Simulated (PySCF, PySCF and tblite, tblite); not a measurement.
# hexamethyldisiloxane (C6H18OSi2): conformers and averaged spectra, part 2 of 2

PySCF and tblite. Atoms count from 0. Earlier steps stand in the parts before.

## (5) Averages: properties at KT3/6-31G*

Job settings and geometry (Å):

```
{"job": {"study": "conf", "smiles": "C[Si](C)(C)O[Si](C)(C)C", "search": {"seed": 4826, "n_embed": 90, "ff_keep": 18, "window": 2.5, "nmax": 10, "temps": [180, 273.15, 298.15, 320, 500], "t_ref": 298.15, "order": 0.0005, "w0": 200.0}, "level": {"nmr": {"xc": "KT3", "basis": "6-31G*"}, "sp": {"xc": "PBE0", "basis": "def2-SVP"}}, "kind": "conf"}, "charge": 0, "multiplicity": 1}
C      2.582835     0.674072    -1.435530
Si     1.583675     0.263385     0.131679
C      2.195688    -1.351094     0.937089
C      1.634470     1.699035     1.383280
O      0.041527     0.049514    -0.359640
Si    -1.563529    -0.239493    -0.291746
C     -1.847032    -1.948280     0.501129
C     -2.189513    -0.198309    -2.088868
C     -2.384722     1.124017     0.754813
H      3.631544     0.833426    -1.205819
H      2.522659    -0.131029    -2.161279
H      2.209836     1.573387    -1.915670
H      3.235564    -1.279806     1.239884
H      2.109971    -2.186334     0.248572
H      1.612178    -1.596423     1.819442
H      1.063526     1.463296     2.276443
H      2.649600     1.926210     1.693051
H      1.210606     2.602829     0.956180
H     -2.898996    -2.215126     0.510929
H     -1.493209    -1.968982     1.527571
H     -1.315666    -2.724108    -0.041554
H     -1.999623     0.765855    -2.550243
H     -1.697606    -0.952108    -2.695701
H     -3.258135    -0.382040    -2.137086
H     -2.177836     2.108150     0.345448
H     -3.462703     1.003864     0.794020
H     -2.015004     1.112519     1.775766
```

Output:

```text
conformer  sym    E(xTB)   E(DFT)   G(298.15 K)  weight  dipole/D
    1     C1      0.000    0.000    0.000   1.0000    0.356

mean shielding (ppm) by class
class atoms           180 K   273.15 K   298.15 K      320 K      500 K
  0 C  0,2,3        190.169    190.169    190.169    190.169    190.169
  1 Si 1,5          394.264    394.264    394.264    394.264    394.264
  2 O  4            264.366    264.366    264.366    264.366    264.366
  3 H  9,10,11       32.505     32.505     32.505     32.505     32.505
```

It took 1.8 min on 1 thread of Arm Neoverse V1, shared host. This counts the runs that the step sums up.

The search (ETKDG, MMFF94s, GFN2-xTB) embedded 90 structures, kept 1 distinct ones after the force field and 1 after xTB; 1 was carried on (window 2.5 kcal/mol at the search's own energies). Energies: PBE0/def2-SVP with D3(BJ).

Conformer by conformer (298 K):

```
no.  group  mirror pair  ΔE xTB  ΔE DFT    ΔG  weight (%)  μ (D)  C0–Si1–O4–Si5 (°)  Si1–O4–Si5–C6 (°)     A, B, C (GHz)
  1     C1          yes    0.00    0.00  0.00       100.0   0.36               -178                -58  1.52, 0.66, 0.66
```

Energies in kcal/mol. ΔG holds xTB vibrations and rotation, symmetry numbers and mirror pairs.

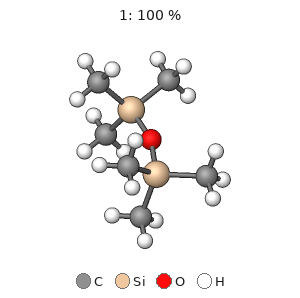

The one conformer.

Shifts against references run at the same level (¹⁷O H2O 316.1, ²⁹Si TMS 405.6, ¹H TMS 32.56, ¹³C TMS 193.0 ppm of shielding), by class of atoms, at 298 K:

```
                   atoms                               environment  average
   C0, C2, C3 and 3 more                methyl carbon bonded to Si      2.9
H9, H10, H11 and 15 more  hydrogen on a methyl carbon bonded to Si     0.05
                Si1, Si5                  silicon bonded to 3 C, O     11.3
                      O4                     oxygen bonded to 2 Si     51.7
```

## (6) Shieldings, conformer 1: B97-2/def2-SVP

Job settings and geometry (Å):

```
{"job": {"xc": "B97-2", "basis": "def2-SVP", "kind": "nmr", "pop": false}, "charge": 0, "multiplicity": 1}
C      2.582835     0.674072    -1.435530
Si     1.583675     0.263385     0.131679
C      2.195688    -1.351094     0.937089
C      1.634470     1.699035     1.383280
O      0.041527     0.049514    -0.359640
Si    -1.563529    -0.239493    -0.291746
C     -1.847032    -1.948280     0.501129
C     -2.189513    -0.198309    -2.088868
C     -2.384722     1.124017     0.754813
H      3.631544     0.833426    -1.205819
H      2.522659    -0.131029    -2.161279
H      2.209836     1.573387    -1.915670
H      3.235564    -1.279806     1.239884
H      2.109971    -2.186334     0.248572
H      1.612178    -1.596423     1.819442
H      1.063526     1.463296     2.276443
H      2.649600     1.926210     1.693051
H      1.210606     2.602829     0.956180
H     -2.898996    -2.215126     0.510929
H     -1.493209    -1.968982     1.527571
H     -1.315666    -2.724108    -0.041554
H     -1.999623     0.765855    -2.550243
H     -1.697606    -0.952108    -2.695701
H     -3.258135    -0.382040    -2.137086
H     -2.177836     2.108150     0.345448
H     -3.462703     1.003864     0.794020
H     -2.015004     1.112519     1.775766
```

Output:

```text
coarse grid: 22016 points
cycle   1  E = -893.0354000065  dE =  3.597e-01  |g| = 9.558e-01  |ddm| = 4.942e+00
cycle   2  E = -892.8616070743  dE =  1.738e-01  |g| = 1.332e+00  |ddm| = 2.531e+00
cycle   3  E = -893.2322606503  dE = -3.707e-01  |g| = 2.126e-01  |ddm| = 1.768e+00
cycle   4  E = -893.2422594024  dE = -9.999e-03  |g| = 2.515e-02  |ddm| = 2.169e-01
cycle   5  E = -893.2424162931  dE = -1.569e-04  |g| = 4.033e-03  |ddm| = 2.768e-02
cycle   6  E = -893.2424215231  dE = -5.230e-06  |g| = 6.801e-04  |ddm| = 7.585e-03
final grid: 199008 points
cycle   7  E = -893.3545865198  dE = -4.040e-05  |g| = 5.230e-03  |ddm| = 2.983e-02
cycle   8  E = -893.3545784180  dE =  8.102e-06  |g| = 8.402e-03  |ddm| = 1.144e-02
cycle   9  E = -893.3545918221  dE = -1.340e-05  |g| = 4.123e-04  |ddm| = 7.427e-03
cycle  10  E = -893.3545918662  dE = -4.411e-08  |g| = 1.229e-04  |ddm| = 7.442e-04
cycle  11  E = -893.3545918702  dE = -4.027e-09  |g| = 3.024e-05  |ddm| = 1.639e-04
cycle  12  E = -893.3545918704  dE = -2.551e-10  |g| = 4.547e-06  |ddm| = 3.689e-05
converged SCF energy = -893.3545918704

GIAO shielding tensors (ppm)
atom      isotropic    diamagn.    paramagn.     s11        s22        s33       span
  0 C      193.026     250.134     -57.108    184.941    192.973    201.163     16.223
  1 Si     409.619     885.769    -476.151    401.209    404.454    423.194     21.985
  2 C      192.948     251.530     -58.582    185.640    192.901    200.302     14.662
  3 C      192.973     251.574     -58.601    185.603    193.025    200.292     14.689
  4 O      273.676     402.879    -129.203    242.799    285.702    292.527     49.728
  5 Si     409.817     885.787    -475.970    401.132    404.724    423.597     22.465
  6 C      192.970     251.589     -58.620    185.597    193.035    200.276     14.679
  7 C      193.071     250.124     -57.053    184.981    193.060    201.173     16.193
  8 C      192.940     251.546     -58.606    185.632    192.903    200.284     14.653
  9 H       32.182      29.764       2.418     28.137     29.185     39.224     11.087
 10 H       31.734      32.690      -0.956     28.006     29.637     37.559      9.553
 11 H       31.738      32.713      -0.975     27.999     29.645     37.570      9.571
 12 H       32.092      30.506       1.585     28.012     29.049     39.214     11.203
 13 H       31.765      33.660      -1.894     28.294     29.608     37.394      9.100
 14 H       31.826      34.525      -2.699     28.111     30.210     37.156      9.045
 15 H       31.825      34.515      -2.690     28.194     30.127     37.153      8.959
 16 H       32.089      30.527       1.563     27.994     29.049     39.225     11.231
 17 H       31.766      33.762      -1.996     28.225     29.722     37.350      9.126
 18 H       32.097      30.555       1.542     28.004     29.067     39.220     11.217
 19 H       31.830      34.528      -2.698     28.210     30.127     37.153      8.943
 20 H       31.769      33.767      -1.998     28.227     29.716     37.364      9.137
 21 H       31.734      32.674      -0.940     28.004     29.621     37.575      9.571
 22 H       31.738      32.702      -0.964     27.998     29.631     37.584      9.586
 23 H       32.186      29.773       2.414     28.140     29.206     39.213     11.072
 24 H       31.769      33.659      -1.890     28.301     29.602     37.404      9.104
 25 H       32.099      30.532       1.566     28.020     29.065     39.211     11.190
 26 H       31.831      34.539      -2.709     28.123     30.213     37.156      9.033
```

Run time: 54 s. Hardware: 1 thread of Arm Neoverse V1, shared host; peak memory 1.1 GiB.

In short: HOMO -7.38 eV, LUMO 1.32 eV; dipole 0.36 D.

## (7) Single-point energy, conformer 1: PBE/6-31+G*

The job, as its differences from that of step 6:

```diff
@@ -1,2 +1,2 @@
-{"job": {"xc": "B97-2", "basis": "def2-SVP", "kind": "nmr", "pop": false}, "charge": 0, "multiplicity": 1}
+{"job": {"xc": "PBE", "basis": "6-31+G*", "kind": "sp"}, "charge": 0, "multiplicity": 1}
 C      2.582835     0.674072    -1.435530
```

Output:

```text
coarse grid: 22016 points
cycle   1  E = -892.8062614636  dE =  4.466e-01  |g| = 1.275e+00  |ddm| = 5.018e+00
cycle   2  E = -891.8743048092  dE =  9.320e-01  |g| = 2.347e+00  |ddm| = 7.108e+00
cycle   3  E = -893.1353554166  dE = -1.261e+00  |g| = 5.045e-01  |ddm| = 6.554e+00
cycle   4  E = -893.1922654138  dE = -5.691e-02  |g| = 7.409e-02  |ddm| = 6.333e-01
cycle   5  E = -893.1933895057  dE = -1.124e-03  |g| = 2.530e-02  |ddm| = 1.572e-01
cycle   6  E = -893.1936147874  dE = -2.253e-04  |g| = 4.203e-03  |ddm| = 7.707e-02
cycle   7  E = -893.1936187894  dE = -4.002e-06  |g| = 6.977e-04  |ddm| = 8.457e-03
final grid: 199008 points
cycle   8  E = -893.0667233366  dE =  5.340e-06  |g| = 2.157e-02  |ddm| = 1.455e-01
cycle   9  E = -893.0665008773  dE =  2.225e-04  |g| = 3.764e-02  |ddm| = 5.444e-02
cycle  10  E = -893.0668327435  dE = -3.319e-04  |g| = 5.916e-03  |ddm| = 3.777e-02
cycle  11  E = -893.0668399837  dE = -7.240e-06  |g| = 2.019e-04  |ddm| = 7.107e-03
cycle  12  E = -893.0668399955  dE = -1.181e-08  |g| = 6.167e-05  |ddm| = 9.713e-04
cycle  13  E = -893.0668399966  dE = -1.107e-09  |g| = 1.752e-05  |ddm| = 2.500e-04
cycle  14  E = -893.0668399966  dE = -7.481e-11  |g| = 6.514e-06  |ddm| = 4.087e-05
converged SCF energy = -893.0668399966
```

Wall time 56 s (1 thread of Arm Neoverse V1, shared host); peak memory 0.62 GiB.

Key values: HOMO -6.29 eV, LUMO -0.68 eV; dipole 0.33 D.

## (8) Averages: properties at B97-2/def2-SVP

The job, as its differences from that of step 5:

```diff
@@ -1,2 +1,2 @@
-{"job": {"study": "conf", "smiles": "C[Si](C)(C)O[Si](C)(C)C", "search": {"seed": 4826, "n_embed": 90, "ff_keep": 18, "window": 2.5, "nmax": 10, "temps": [180, 273.15, 298.15, 320, 500], "t_ref": 298.15, "order": 0.0005, "w0": 200.0}, "level": {"nmr": {"xc": "KT3", "basis": "6-31G*"}, "sp": {"xc": "PBE0", "basis": "def2-SVP"}}, "kind": "conf"}, "charge": 0, "multiplicity": 1}
+{"job": {"study": "conf", "smiles": "C[Si](C)(C)O[Si](C)(C)C", "search": {"seed": 4826, "n_embed": 90, "ff_keep": 18, "window": 2.5, "nmax": 10, "temps": [180, 273.15, 298.15, 320, 500], "t_ref": 298.15, "order": 0.0005, "w0": 200.0}, "level": {"nmr": {"xc": "B97-2", "basis": "def2-SVP"}, "sp": {"xc": "PBE", "basis": "6-31+G*"}, "change": "B97-2/def2-SVP; energies PBE/6-31+G*", "top": 4}, "kind": "conf"}, "charge": 0, "multiplicity": 1}
 C      2.582835     0.674072    -1.435530
```

Output:

```text
conformer  sym    E(xTB)   E(DFT)   G(298.15 K)  weight  dipole/D
    1     C1      0.000    0.000    0.000   1.0000    0.332

mean shielding (ppm) by class
class atoms           180 K   273.15 K   298.15 K      320 K      500 K
  0 C  0,2,3        192.988    192.988    192.988    192.988    192.988
  1 Si 1,5          409.718    409.718    409.718    409.718    409.718
  2 O  4            273.676    273.676    273.676    273.676    273.676
  3 H  9,10,11       31.893     31.893     31.893     31.893     31.893
```

Run time: 1.8 min. Hardware: 1 thread of Arm Neoverse V1, shared host. This counts the runs that the step sums up.

Against the first level, at 298 K (shifts, ppm; largest changes first):

```
                   atoms  KT3/6-31G*  B97-2/def2-SVP  change
                      O4        51.7            67.9   +16.2
                Si1, Si5        11.3            -1.4   -12.7
   C0, C2, C3 and 3 more         2.9             2.2    -0.7
H9, H10, H11 and 15 more        0.05            0.03   -0.03
```

Weights: from PBE0/def2-SVP energies 1: 100 %; from PBE/6-31+G* energies 1: 100 % (with a dispersion term where the level has one and the same thermal terms, so they don't follow from the SCF energies alone). Times: 1.8 min and 1.8 min.

## (9) Outcome

What follows sums up all 2 parts.

| quantity | value |
| --- | --- |
| conformers | 1; the first in weight is no. 1 (C1), 100 % at 298 K |
| root-mean-square dipole | 0.36 D |
| averaged ¹³C shifts (KT3/6-31G*) | 2.9 ppm |
| averaged ¹H shifts (KT3/6-31G*) | 0.05 ppm |
| averaged ²⁹Si shifts (KT3/6-31G*) | 11.3 ppm |

**Reading.** The search found one conformer in the window, so the averages are its own values. Between KT3/6-31G* and B97-2/def2-SVP, O4 changes most, by 16.2 ppm.
